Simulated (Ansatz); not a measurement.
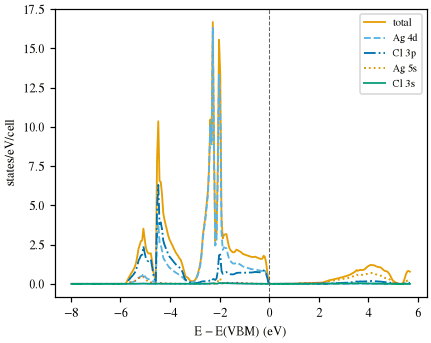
Figure: Total and projected density of states of AgCl (rock salt, Fm-3m), PBEsol (plane waves, PAW; program Ansatz)

Problem. Which orbitals carry the states next to the gap?

Solution. Top 1 eV of the valence band: Ag 4d 54 %, Cl 3p 44 %. Bottom 1 eV of the conduction band: Ag 5s 68 %, Cl 3s 20 %, Cl 3p 11 %. Projections are on Löwdin-orthogonalised atomic valence shells; empty p or d shells of many metals are not among them.

Problem. Where is the tallest occupied peak in this window, and what makes it?

Solution. Near -2.3 eV, about 17 states/eV per cell; the largest projected share is Ag 4d.

The PBEsol relaxation kept the symmetry of its start. No spin polarisation was allowed. Spin–orbit coupling is left out wherever it is not named.

Potentials: the later of the program's two PAW sets.
